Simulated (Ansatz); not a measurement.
# C2H3FOSi: single points with varied inputs

How do the results and run time of C2H3FOSi respond when the settings are drawn wide?

The runs use Ansatz 0.2.0, Gaussian basis; the settings change from run to run.

## 1. The geometry

The geometry comes from an earlier relaxation with PBE0-D4 in a triple-zeta def2 set; it is a stationary point, not always the lowest conformer.

SMILES `C#C[SiH](O)F`, 8 atoms, charge 0, spin multiplicity 1.

Atoms are counted from 1 here; the program's logs count them from 0.

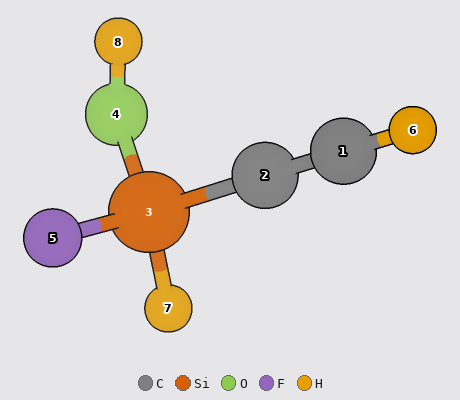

The structure; carbon grey, silicon orange, oxygen green, fluorine purple, hydrogen amber; atoms are numbered from 1 in the order of the file.

Coordinates:

```mol
C2H3FOSi
  3D, bonds by distance, orders not assigned

  8  7  0  0  0  0  0  0  0  0999 V2000
   -0.5092    1.7779    1.0674 C   0  0
   -0.2082    0.8729    0.3297 C   0  0
    0.2013   -0.5061   -0.7848 Si  0  0
    0.0075   -1.9349   -0.0361 O   0  0
    1.7145   -0.2993   -1.2313 F   0  0
   -0.7724    2.5817    1.7170 H   0  0
   -0.6358   -0.5272   -1.9919 H   0  0
    0.2945   -2.0221    0.8742 H   0  0
  1  2  8  0
  2  3  8  0
  3  4  8  0
  3  5  8  0
  1  6  8  0
  3  7  8  0
  4  8  8  0
M  END
```

## 2. r2SCANh/6-31++G**

Set apart from the defaults: atoms shaken by 0.15 Å, the search for lower states set to off.

Contents of in.yaml:

```yaml
crystal:
  periodic: [false, false, false]
  atoms:
    - {symbol: C, position_ang: [-0.838974, 1.711967, 1.162533]}
    - {symbol: C, position_ang: [-0.285444, 1.020355, 0.414963]}
    - {symbol: Si, position_ang: [0.122922, -0.669417, -0.936683]}
    - {symbol: O, position_ang: [0.131746, -2.185548, 0.077052]}
    - {symbol: F, position_ang: [1.595352, -0.229050, -1.357915]}
    - {symbol: H, position_ang: [-0.683547, 2.507709, 1.850188]}
    - {symbol: H, position_ang: [-0.884569, -0.560921, -1.836550]}
    - {symbol: H, position_ang: [0.236308, -2.059732, 1.068583]}
basis:
  gaussian: {orbitals: "6-31++G**"}
hamiltonian: {xc: {name: r2SCANh}}
scf: {lower_state_search: off}
output: {forces: true}
```

Launch:

```console
$ ansatz run in.yaml --threads 2 --pin off --events-out ev --progress --plain --max-ram 4352MiB
```

The log of the run (excerpt; [...] marks lines left out):

```text
Functional definition: r2SCANh
  name "r2SCANh"
  cite "Bursch, Neugebauer, Ehlert & Grimme, J. Chem. Phys. 156, 134105 (2022) doi:10.1063/5.0086040"
  cite "Furness, Kaplan, Ning, Perdew & Sun, J. Phys. Chem. Lett. 11, 8208 (2020) doi:10.1021/acs.jpclett.0c02405"
  cite "Furness, Kaplan, Ning, Perdew & Sun, J. Phys. Chem. Lett. 11, 9248 (2020) doi:10.1021/acs.jpclett.0c03077"
  parent r2scan
[...]
1013 factors; integrals over basis functions are off by at most 8.3e-4 eV
[...]
mean field -14758.52680490 eV, -542.3658563914 hartree, gradient 1.6e-6 eV, S^2 0.000000; 0 other end points of the search recorded, 0 dependent functions left out
[...]
reference -14758.52683286 eV, -542.3658574188 hartree; 23, 23 occupied and 94, 94 virtual orbitals, 1013 factors
Total energy: -14758.52683286 eV, -542.3658574188 hartree
Atom 0 at    -0.838974     1.711967     1.162533 Å, force    -2.174187     5.300452     5.236969 eV/Å
Atom 1 at    -0.285444     1.020355     0.414963 Å, force     3.504111    -8.537351    -7.629741 eV/Å
Atom 2 at     0.122922    -0.669417    -0.936683 Å, force     1.359243     0.706300     7.706516 eV/Å
Atom 3 at     0.131746    -2.185548     0.077052 Å, force     0.016348     3.020128    -0.819252 eV/Å
Atom 4 at     1.595352    -0.229050    -1.357915 Å, force     0.085205    -0.543048    -0.659806 eV/Å
Atom 5 at    -0.683547     2.507709     1.850188 Å, force    -0.937184     0.304297     0.412431 eV/Å
Atom 6 at    -0.884569    -0.560921    -1.836550 Å, force    -1.713091    -0.398855    -2.244352 eV/Å
Atom 7 at     0.236308    -2.059732     1.068583 Å, force    -0.140445     0.148077    -2.002764 eV/Å
Dipole moment:    -0.093341    -0.094300    -0.033821 e Å
Checks for a lower state left out: stability, starts, cluster_reference, orbital_swaps, neighbouring_geometries, increment
```

Run time: 3.7 s. Hardware: 2 threads of Arm Neoverse V1, shared host.

Largest force 11.974 eV/Å, dipole 0.66 D.

## 3. revPBE0/aug-cc-pVDZ

Options: charge +1, multiplicity 2, D4 dispersion.

Contents of in.yaml:

```yaml
crystal:
  periodic: [false, false, false]
  atoms:
    - {symbol: C, position_ang: [-0.509235, 1.777944, 1.067375]}
    - {symbol: C, position_ang: [-0.208189, 0.872853, 0.329728]}
    - {symbol: Si, position_ang: [0.201307, -0.506123, -0.784802]}
    - {symbol: O, position_ang: [0.007474, -1.934882, -0.036074]}
    - {symbol: F, position_ang: [1.714509, -0.299260, -1.231326]}
    - {symbol: H, position_ang: [-0.772398, 2.581711, 1.717028]}
    - {symbol: H, position_ang: [-0.635755, -0.527213, -1.991907]}
    - {symbol: H, position_ang: [0.294487, -2.022132, 0.874177]}
basis:
  gaussian: {orbitals: aug-cc-pVDZ}
total_charge: 1
magnetization: {spin_polarized: true, initial_magnetization: 1}
hamiltonian: {xc: {name: revPBE0}, dispersion: d4}
output: {forces: true}
```

Launched as before.

The log of the run (excerpt; [...] marks lines left out):

```text
Functional definition: revPBE0
  name "revPBE0"
  cite "Zhang & Yang, Phys. Rev. Lett. 80, 890 (1998) doi:10.1103/PhysRevLett.80.890"
  cite "Adamo & Barone, J. Chem. Phys. 110, 6158 (1999) doi:10.1063/1.478522"
  cite "Perdew, Burke & Ernzerhof, Phys. Rev. Lett. 77, 3865 (1996) doi:10.1103/PhysRevLett.77.3865"
[...]
1439 factors; integrals over basis functions are off by at most 7.6e-4 eV
[...]
mean field -14750.23572160 eV, -542.0611646998 hartree, gradient 6.3e-6 eV, S^2 0.755684; 4 other end points of the search recorded, 0 dependent functions left out
[...]
reference -14750.23577793 eV, -542.0611667699 hartree; 23, 22 occupied and 123, 124 virtual orbitals, 1439 factors
Total energy: -14750.55721667 eV, -542.0729794258 hartree
Atom 0 at    -0.509235     1.777944     1.067375 Å, force    -1.151054     3.404091     2.778320 eV/Å
Atom 1 at    -0.208189     0.872853     0.329728 Å, force     0.977961    -3.024625    -2.178190 eV/Å
Atom 2 at     0.201307    -0.506123    -0.784802 Å, force     0.075429    -0.484047    -2.381622 eV/Å
Atom 3 at     0.007474    -1.934882    -0.036074 Å, force    -0.487752    -0.685962     0.928177 eV/Å
Atom 4 at     1.714509    -0.299260    -1.231326 Å, force     0.902842     0.408788     0.047215 eV/Å
Atom 5 at    -0.772398     2.581711     1.717028 Å, force    -0.164300     0.514651     0.397292 eV/Å
Atom 6 at    -0.635755    -0.527213    -1.991907 Å, force    -0.339951     0.255962    -0.041164 eV/Å
Atom 7 at     0.294487    -2.022132     0.874177 Å, force     0.186824    -0.388858     0.449971 eV/Å
Dipole moment:    -0.657974     0.919867     0.998235 e Å
```

Run time: 25 s. Hardware: 2 threads of Arm Neoverse V1, shared host; peak memory 0.58 GiB.

Largest force 4.542 eV/Å, ⟨S²⟩ 0.756.

## 4. HSE06/6-31++G**

Set apart from the defaults: D3(BJ) with three-body dispersion, the search for lower states set to off.

Edit in.yaml of step 3 so:

```diff
@@ -12,6 +12,4 @@
 basis:
-  gaussian: {orbitals: aug-cc-pVDZ}
-total_charge: 1
-magnetization: {spin_polarized: true, initial_magnetization: 1}
-hamiltonian: {xc: {name: revPBE0}, dispersion: d4}
-output: {forces: true}
+  gaussian: {orbitals: "6-31++G**"}
+hamiltonian: {xc: {name: HSE06}, dispersion: d3bjatm}
+scf: {lower_state_search: off}
```

Launched as before.

The log of the run (excerpt; [...] marks lines left out):

```text
Functional definition: HSE06
  name "HSE06"
  cite "Heyd, Scuseria & Ernzerhof, J. Chem. Phys. 118, 8207 (2003) doi:10.1063/1.1564060"
  cite "Krukau, Vydrov, Izmaylov & Scuseria, J. Chem. Phys. 125, 224106 (2006) doi:10.1063/1.2404663"
  cite "Heyd & Scuseria, J. Chem. Phys. 120, 7274 (2004) doi:10.1063/1.1668634"
  cite "Ernzerhof & Perdew, J. Chem. Phys. 109, 3313 (1998) doi:10.1063/1.476928"
  cite "Perdew, Burke & Ernzerhof, Phys. Rev. Lett. 77, 3865 (1996) doi:10.1103/PhysRevLett.77.3865"
  parent pbe
[...]
  # The whole range is PBE's own exchange, as in plane waves. The composition of these papers is wPBEh.
[...]
1135 factors; their error is unknown
119 factors; integrals over basis functions are off by at most 8.8e-7 eV
[...]
mean field -14754.26278905 eV, -542.2091566991 hartree, gradient 6.2e-6 eV, S^2 0.000000; 0 other end points of the search recorded, 0 dependent functions left out
reference -14754.26287077 eV, -542.2091597021 hartree; 23, 23 occupied and 94, 94 virtual orbitals, 1135 factors
Total energy: -14754.36465980 eV, -542.2129003802 hartree
Checks for a lower state left out: stability, starts, cluster_reference, orbital_swaps, neighbouring_geometries, increment
```

It took 1.5 s on 2 threads of Arm Neoverse V1, shared host.

## 5. HSE06/def2-SVP

This run has atoms shaken by 0.08 Å, D3(BJ) with three-body dispersion.

Contents of in.yaml:

```yaml
crystal:
  periodic: [false, false, false]
  atoms:
    - {symbol: C, position_ang: [-0.502803, 1.664061, 0.917178]}
    - {symbol: C, position_ang: [-0.129144, 0.926926, 0.318823]}
    - {symbol: Si, position_ang: [0.160497, -0.577180, -0.909213]}
    - {symbol: O, position_ang: [-0.028058, -1.936826, 0.017199]}
    - {symbol: F, position_ang: [1.835706, -0.222887, -1.222034]}
    - {symbol: H, position_ang: [-0.756895, 2.514730, 1.679820]}
    - {symbol: H, position_ang: [-0.684707, -0.634562, -2.050077]}
    - {symbol: H, position_ang: [0.372156, -2.124361, 0.896420]}
basis:
  gaussian: {orbitals: def2-SVP}
hamiltonian: {xc: {name: HSE06}, dispersion: d3bjatm}
```

Same command.

The log of the run (excerpt; [...] marks lines left out):

```text
Functional definition: HSE06
  name "HSE06"
  cite "Heyd, Scuseria & Ernzerhof, J. Chem. Phys. 118, 8207 (2003) doi:10.1063/1.1564060"
  cite "Krukau, Vydrov, Izmaylov & Scuseria, J. Chem. Phys. 125, 224106 (2006) doi:10.1063/1.2404663"
  cite "Heyd & Scuseria, J. Chem. Phys. 120, 7274 (2004) doi:10.1063/1.1668634"
  cite "Ernzerhof & Perdew, J. Chem. Phys. 109, 3313 (1998) doi:10.1063/1.476928"
  cite "Perdew, Burke & Ernzerhof, Phys. Rev. Lett. 77, 3865 (1996) doi:10.1103/PhysRevLett.77.3865"
  parent pbe
[...]
  # The whole range is PBE's own exchange, as in plane waves. The composition of these papers is wPBEh.
[...]
977 factors; their error is unknown
82 factors; integrals over basis functions are off by at most 2.9e-7 eV
[...]
mean field -14742.54724852 eV, -541.7786185255 hartree, gradient 4.8e-5 eV, S^2 0.000000; 0 other end points of the search recorded, 0 dependent functions left out
reference -14742.54727904 eV, -541.7786196471 hartree; 23, 23 occupied and 66, 66 virtual orbitals, 977 factors
Total energy: -14742.64927528 eV, -541.7823679400 hartree
```

It took 1.2 s on 2 threads of Arm Neoverse V1, shared host.

## 6. PBE0-DH/cc-pVDZ

Set apart from the defaults: relativity set to scalar.

Contents of in.yaml:

```yaml
crystal:
  periodic: [false, false, false]
  atoms:
    - {symbol: C, position_ang: [-0.509235, 1.777944, 1.067375]}
    - {symbol: C, position_ang: [-0.208189, 0.872853, 0.329728]}
    - {symbol: Si, position_ang: [0.201307, -0.506123, -0.784802]}
    - {symbol: O, position_ang: [0.007474, -1.934882, -0.036074]}
    - {symbol: F, position_ang: [1.714509, -0.299260, -1.231326]}
    - {symbol: H, position_ang: [-0.772398, 2.581711, 1.717028]}
    - {symbol: H, position_ang: [-0.635755, -0.527213, -1.991907]}
    - {symbol: H, position_ang: [0.294487, -2.022132, 0.874177]}
basis:
  gaussian: {orbitals: cc-pVDZ}
hamiltonian: {xc: {name: PBE0-DH}, pseudopotentials: {relativity: scalar}}
output: {forces: true}
```

Same command.

The log of the run (excerpt; [...] marks lines left out):

```text
Functional definition: PBE0-DH
  name "PBE0-DH"
  cite "Brémond & Adamo, J. Chem. Phys. 135, 024106 (2011) doi:10.1063/1.3604569"
  cite "Perdew, Burke & Ernzerhof, Phys. Rev. Lett. 77, 3865 (1996) doi:10.1103/PhysRevLett.77.3865"
[...]
837 factors; integrals over basis functions are off by at most 1.2e-3 eV
[...]
mean field -14769.45495101 eV, -542.7674583534 hartree, gradient 5.6e-6 eV, S^2 0.000000; 0 other end points of the search recorded, 0 dependent functions left out
9 core orbitals not correlated: weight in the atoms' cores, before any rotation towards them, 1.000 or more for the frozen orbitals, at most 0.000 for the correlated occupied ones
reference -14769.45496717 eV, -542.7674589475 hartree; 14, 14 occupied and 66, 66 virtual orbitals, 837 factors
second order -24.09152090 eV of doubles, -0.00000000 eV of singles
[...]
Total energy: -14772.46640729 eV, -542.8781273304 hartree
Relativity: scalar
Atom 0 at    -0.509235     1.777944     1.067375 Å, force    -0.242693     0.703567     0.572205 eV/Å
Atom 1 at    -0.208189     0.872853     0.329728 Å, force     0.233321    -0.647499    -0.544815 eV/Å
Atom 2 at     0.201307    -0.506123    -0.784802 Å, force    -1.360140     0.530492    -0.057730 eV/Å
Atom 3 at     0.007474    -1.934882    -0.036074 Å, force    -0.164287    -1.006914     0.430109 eV/Å
Atom 4 at     1.714509    -0.299260    -1.231326 Å, force     1.600308     0.210237    -0.468470 eV/Å
Atom 5 at    -0.772398     2.581711     1.717028 Å, force    -0.049087     0.156335     0.129342 eV/Å
Atom 6 at    -0.635755    -0.527213    -1.991907 Å, force    -0.045002    -0.010131    -0.061864 eV/Å
Atom 7 at     0.294487    -2.022132     0.874177 Å, force     0.027581     0.063912     0.001223 eV/Å
Dipole moment:    -0.189262     0.145084     0.428193 e Å
```

Wall time 5.5 s (2 threads of Arm Neoverse V1, shared host).

Largest force 1.681 eV/Å, dipole 2.35 D.

## 7. HSE06/def2-TZVPD

Options: charge +1, multiplicity 2, restricted open-shell orbitals, high accuracy, the search for lower states set to light.

Edit in.yaml of step 6 so:

```diff
@@ -12,4 +12,7 @@
 basis:
-  gaussian: {orbitals: cc-pVDZ}
-hamiltonian: {xc: {name: PBE0-DH}, pseudopotentials: {relativity: scalar}}
-output: {forces: true}
+  gaussian: {orbitals: def2-TZVPD}
+total_charge: 1
+magnetization: {spin_polarized: false, initial_magnetization: 1}
+hamiltonian: {xc: {name: HSE06}}
+accuracy: high
+scf: {lower_state_search: light}
```

Launched as before.

The log of the run (excerpt; [...] marks lines left out):

```text
Functional definition: HSE06
  name "HSE06"
  cite "Heyd, Scuseria & Ernzerhof, J. Chem. Phys. 118, 8207 (2003) doi:10.1063/1.1564060"
  cite "Krukau, Vydrov, Izmaylov & Scuseria, J. Chem. Phys. 125, 224106 (2006) doi:10.1063/1.2404663"
  cite "Heyd & Scuseria, J. Chem. Phys. 120, 7274 (2004) doi:10.1063/1.1668634"
  cite "Ernzerhof & Perdew, J. Chem. Phys. 109, 3313 (1998) doi:10.1063/1.476928"
  cite "Perdew, Burke & Ernzerhof, Phys. Rev. Lett. 77, 3865 (1996) doi:10.1103/PhysRevLett.77.3865"
  parent pbe
[...]
  # The whole range is PBE's own exchange, as in plane waves. The composition of these papers is wPBEh.
[...]
3516 factors; integrals over basis functions are off by at most 3.7e-9 eV
149 factors; integrals over basis functions are off by at most 1.4e-9 eV
[...]
mean field -14746.77320922 eV, -541.9339197171 hartree, gradient 1.1e-8 eV, S^2 0.750000; 10 other end points of the search recorded, 0 dependent functions left out
reference -14746.77321462 eV, -541.9339199153 hartree; 23, 22 occupied and 201, 202 virtual orbitals, 3516 factors
Total energy: -14746.77321462 eV, -541.9339199153 hartree
```

It took 4.8 min on 2 threads of Arm Neoverse V1, shared host; peak memory 1.7 GiB.

## 8. wPBEh/def2-TZVP

Set apart from the defaults: multiplicity 3, density fitting with def2-universal-jkfit, relativity set to scalar.

Edit in.yaml of step 7 so:

```diff
@@ -12,7 +12,4 @@
 basis:
-  gaussian: {orbitals: def2-TZVPD}
-total_charge: 1
-magnetization: {spin_polarized: false, initial_magnetization: 1}
-hamiltonian: {xc: {name: HSE06}}
-accuracy: high
-scf: {lower_state_search: light}
+  gaussian: {orbitals: def2-TZVP, fitting: {mean_field: def2-universal-jkfit}}
+magnetization: {spin_polarized: true, initial_magnetization: 2}
+hamiltonian: {xc: {name: wPBEh}, pseudopotentials: {relativity: scalar}}
```

Same command.

The log of the run (excerpt; [...] marks lines left out):

```text
Functional definition: wPBEh
  name "wPBEh"
  cite "Heyd, Scuseria & Ernzerhof, J. Chem. Phys. 118, 8207 (2003) doi:10.1063/1.1564060"
  cite "Krukau, Vydrov, Izmaylov & Scuseria, J. Chem. Phys. 125, 224106 (2006) doi:10.1063/1.2404663"
  cite "Heyd & Scuseria, J. Chem. Phys. 120, 7274 (2004) doi:10.1063/1.1668634"
  cite "Ernzerhof & Perdew, J. Chem. Phys. 109, 3313 (1998) doi:10.1063/1.476928"
  cite "Perdew, Burke & Ernzerhof, Phys. Rev. Lett. 77, 3865 (1996) doi:10.1103/PhysRevLett.77.3865"
  parent pbe
[...]
486 factors; integrals over basis functions are off by at most 1.6e0 eV
486 factors; integrals over basis functions are off by at most 1.8e-7 eV
[...]
mean field -14773.52018197 eV, -542.9168528358 hartree, gradient 7.6e-6 eV, S^2 2.007138; 4 other end points of the search recorded, 0 dependent functions left out
reference -14773.52022411 eV, -542.9168543844 hartree; 24, 22 occupied and 155, 157 virtual orbitals, 486 factors
Total energy: -14773.52022411 eV, -542.9168543844 hartree
Relativity: scalar
```

It took 28 s on 2 threads of Arm Neoverse V1, shared host.

⟨S²⟩ 2.007.

## 9. PBE0/cc-pVTZ-DK

Set apart from the defaults: finite nuclei, a point charge of 0.50 e beside it.

Edit in.yaml of step 8 so:

```diff
@@ -12,4 +12,4 @@
 basis:
-  gaussian: {orbitals: def2-TZVP, fitting: {mean_field: def2-universal-jkfit}}
-magnetization: {spin_polarized: true, initial_magnetization: 2}
-hamiltonian: {xc: {name: wPBEh}, pseudopotentials: {relativity: scalar}}
+  gaussian: {orbitals: cc-pVTZ-DK, nuclear_model: gaussian, point_charges: [{charge: 0.50, position_ang: [5.504, 0.016, 0.521]}]}
+hamiltonian: {xc: {name: PBE0}}
+output: {forces: true}
```

The command is unchanged.

The log of the run (excerpt; [...] marks lines left out):

```text
Functional definition: PBE0
  name "PBE0"
  cite "Adamo & Barone, J. Chem. Phys. 110, 6158 (1999) doi:10.1063/1.478522"
  cite "Perdew, Burke & Ernzerhof, Phys. Rev. Lett. 77, 3865 (1996) doi:10.1103/PhysRevLett.77.3865"
  parent pbe
[...]
1126 factors; their error is unknown
[...]
mean field -14779.14484143 eV, -543.1235552586 hartree, gradient 2.1e-5 eV, S^2 0.000000; 0 other end points of the search recorded, 0 dependent functions left out
[...]
reference -14779.14486957 eV, -543.1235562926 hartree; 23, 23 occupied and 173, 173 virtual orbitals, 1126 factors
Total energy: -14779.14486957 eV, -543.1235562926 hartree
Relativity: scalar
Atom 0 at    -0.509235     1.777944     1.067375 Å, force     0.029097    -0.008538    -0.010357 eV/Å
Atom 1 at    -0.208189     0.872853     0.329728 Å, force     0.043514     0.104408     0.093072 eV/Å
Atom 2 at     0.201307    -0.506123    -0.784802 Å, force    -0.665990     0.069605    -0.028636 eV/Å
Atom 3 at     0.007474    -1.934882    -0.036074 Å, force     0.114147    -0.205167     0.151717 eV/Å
Atom 4 at     1.714509    -0.299260    -1.231326 Å, force     0.593229     0.058211    -0.074370 eV/Å
Atom 5 at    -0.772398     2.581711     1.717028 Å, force    -0.018427    -0.021175    -0.019277 eV/Å
Atom 6 at    -0.635755    -0.527213    -1.991907 Å, force     0.019110    -0.002885    -0.022070 eV/Å
Atom 7 at     0.294487    -2.022132     0.874177 Å, force    -0.081448     0.001663    -0.055359 eV/Å
Dipole moment:    -0.251930     0.154315     0.406691 e Å
```

It took 4.8 s on 2 threads of Arm Neoverse V1, shared host.

Largest force 0.670 eV/Å, dipole 2.41 D.

## 10. r2SCAN50/ANO-RCC-VTZP

Options: atoms shaken by 0.15 Å, density fitting with cc-pVTZ-jkfit, D3(BJ) with three-body dispersion, the search for lower states set to light.

Contents of in.yaml:

```yaml
crystal:
  periodic: [false, false, false]
  atoms:
    - {symbol: C, position_ang: [-0.702329, 1.533879, 1.306550]}
    - {symbol: C, position_ang: [-0.346863, 0.986438, 0.395205]}
    - {symbol: Si, position_ang: [0.186183, -0.357524, -0.663502]}
    - {symbol: O, position_ang: [-0.026574, -1.906450, 0.105240]}
    - {symbol: F, position_ang: [1.831664, -0.267233, -1.395787]}
    - {symbol: H, position_ang: [-0.448689, 2.471283, 1.733740]}
    - {symbol: H, position_ang: [-0.605667, -0.581458, -2.115819]}
    - {symbol: H, position_ang: [0.497548, -1.989819, 1.113824]}
basis:
  gaussian: {orbitals: ANO-RCC-VTZP, fitting: {mean_field: cc-pVTZ-jkfit}}
hamiltonian: {xc: {name: r2SCAN50}, dispersion: d3bjatm}
scf: {lower_state_search: light}
```

Launched as before.

The log of the run (excerpt; [...] marks lines left out):

```text
Functional definition: r2SCAN50
  name "r2SCAN50"
  cite "Bursch, Neugebauer, Ehlert & Grimme, J. Chem. Phys. 156, 134105 (2022) doi:10.1063/5.0086040"
  cite "Furness, Kaplan, Ning, Perdew & Sun, J. Phys. Chem. Lett. 11, 8208 (2020) doi:10.1021/acs.jpclett.0c02405"
  cite "Furness, Kaplan, Ning, Perdew & Sun, J. Phys. Chem. Lett. 11, 9248 (2020) doi:10.1021/acs.jpclett.0c03077"
  parent r2scan
[...]
527 factors; integrals over basis functions are off by at most 4.5e-1 eV
[...]
mean field -14781.09519920 eV, -543.1952295845 hartree, gradient 2.9e-5 eV, S^2 0.000000; 0 other end points of the search recorded, 0 dependent functions left out
reference -14781.09521193 eV, -543.1952300522 hartree; 23, 23 occupied and 173, 173 virtual orbitals, 527 factors
Total energy: -14781.14912975 eV, -543.1972114957 hartree
Relativity: scalar
```

Wall time 9 s (2 threads of Arm Neoverse V1, shared host).

## 11. The runs in one table

```csv
level,charge,multiplicity,geometry,functions,energy (eV),time
r2SCANh/6-31++G**,0,1,shaken,117,-14758.527,3.7 s
revPBE0/aug-cc-pVDZ,1,2,relaxed,146,-14750.557,25 s
HSE06/6-31++G**,0,1,relaxed,117,-14754.365,1.5 s
HSE06/def2-SVP,0,1,shaken,89,-14742.649,1.2 s
PBE0-DH/cc-pVDZ,0,1,relaxed,89,-14772.466,5.5 s
HSE06/def2-TZVPD,1,2,relaxed,224,-14746.773,4.8 min
wPBEh/def2-TZVP,0,3,relaxed,179,-14773.520,28 s
PBE0/cc-pVTZ-DK,0,1,"relaxed, point charge",196,-14779.145,4.8 s
r2SCAN50/ANO-RCC-VTZP,0,1,shaken,196,-14781.149,9 s
```

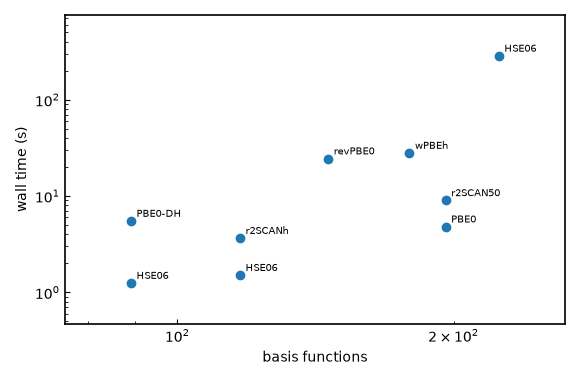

Wall time against the number of basis functions (shared host).

## 12. Summary of results

```
                                         quantity                      value
                                             runs                          9
                                         quickest      HSE06/def2-SVP, 1.2 s
                                          slowest  HSE06/def2-TZVPD, 4.8 min
spread of total energies, same state and geometry                    18.1 eV
```

Run time spans a factor of 228, from HSE06/def2-SVP to HSE06/def2-TZVPD. The jobs differ in tasks and options as well as level. Total energies at one charge and spin differ by 18 eV between levels, so only differences within one level mean anything. Some of these runs are scalar-relativistic and others not, which shifts the totals of all-electron atoms past neon by eV; core potentials, where a basis has them, take the core out of the total altogether. At the PBE0-D4/def2-TZVP geometry and in the same state, runs without warnings or point charges leave forces up to 1.68 eV/Å (PBE0-DH/cc-pVDZ), against 12.0 eV/Å where the atoms were moved.
